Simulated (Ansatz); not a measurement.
The starting structures come from a database of crystals and need not be the phases stable at ambient conditions.

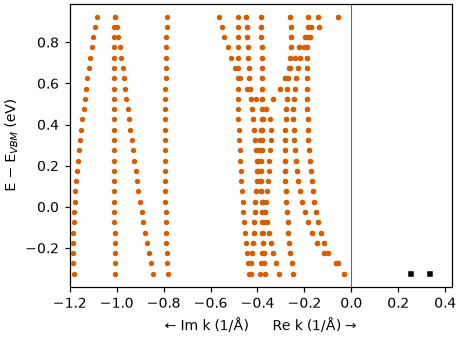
Figure. Complex bands at the centre of the two-dimensional zone; PBEsol run with Ansatz (a program for electronic structure)

The gap is the functional's own. No spin-orbit coupling. Mid-gap values are interpolated on the energy grid.

Problem. This is BiIrS (P2_13, not sure to be the ambient phase, 12 atoms a cell, 20.0 Å³ an atom, -5 GPa at this level) along the normal of (001). Read off the slowest decay at the centre of the two-dimensional zone at 0.33 eV, the computed energy nearest the middle of the gap.

Solution. κ ≈ 0.18 1/Å, a decay length 1/(2κ) of the density of 2.7 Å.
